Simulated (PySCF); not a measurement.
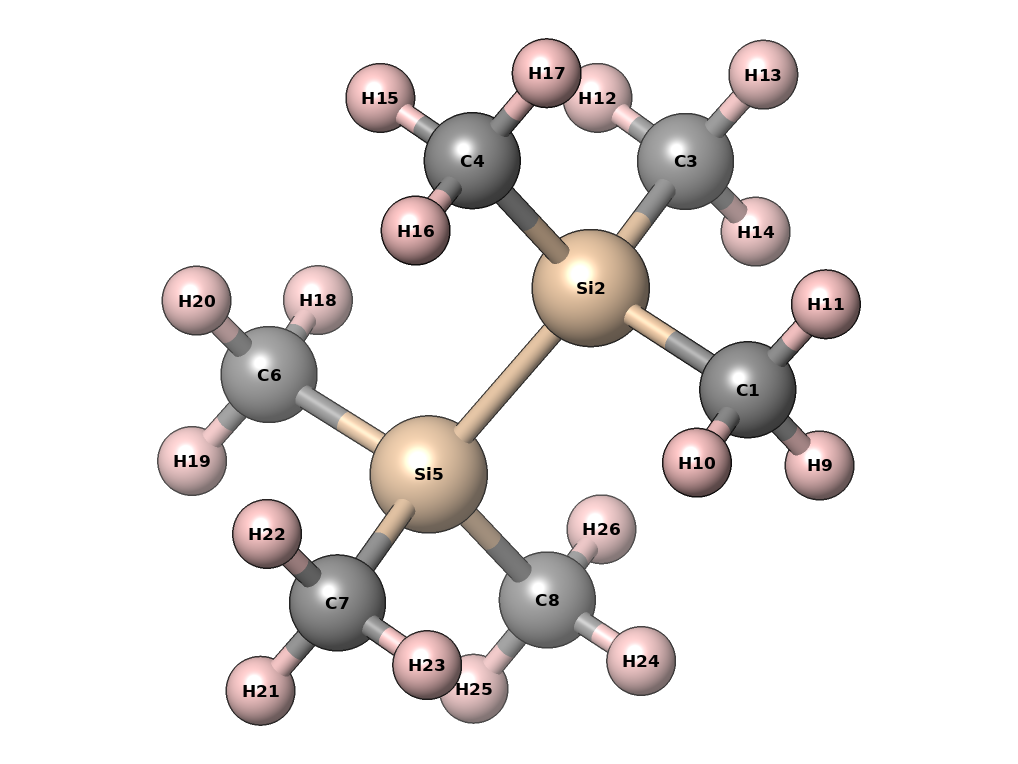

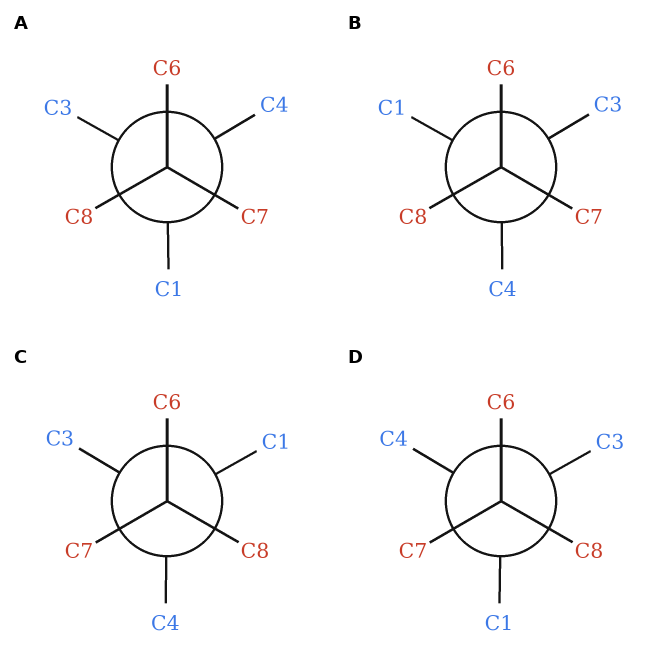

Distant atoms are faded towards the background colour. Bonds that would overlap in a projection are set slightly apart. Computed geometry: PBE0-D3(BJ)/def2-SVP optimisation. No frequency run is at hand to confirm it as a minimum.

Q: Which Newman projection shows the view along Si5–Si2, with Si5 in front?

A: A. The torsion angle C6–Si5–Si2–C1 is 179°, antiperiplanar (anti).
